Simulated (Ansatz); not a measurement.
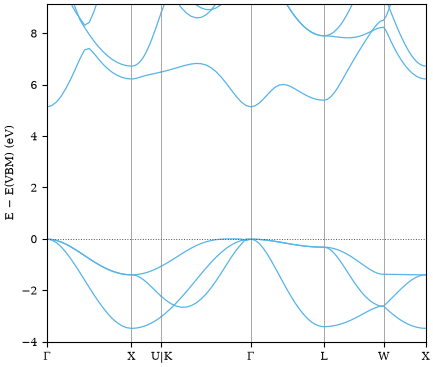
*Band structure from DFT-LDA in the program Ansatz with PAW potentials*

**Question.** Read off the gap and where the band edges lie.

**Answer.** About 5.1 eV (5.14 eV by a search for the band edges); maximum on the K–Γ line, 78 % of the way from K, minimum at Γ.

The material is LiBr (rock salt, space group No. 225).

Space group Fm-3m (rock salt). The cell was relaxed with LDA under the symmetry of its start; phonons on a q-mesh show no instability. Scalar-relativistic: spin–orbit coupling is off unless named, which matters more the heavier the elements.

Potentials: the later of the program's two PAW sets.
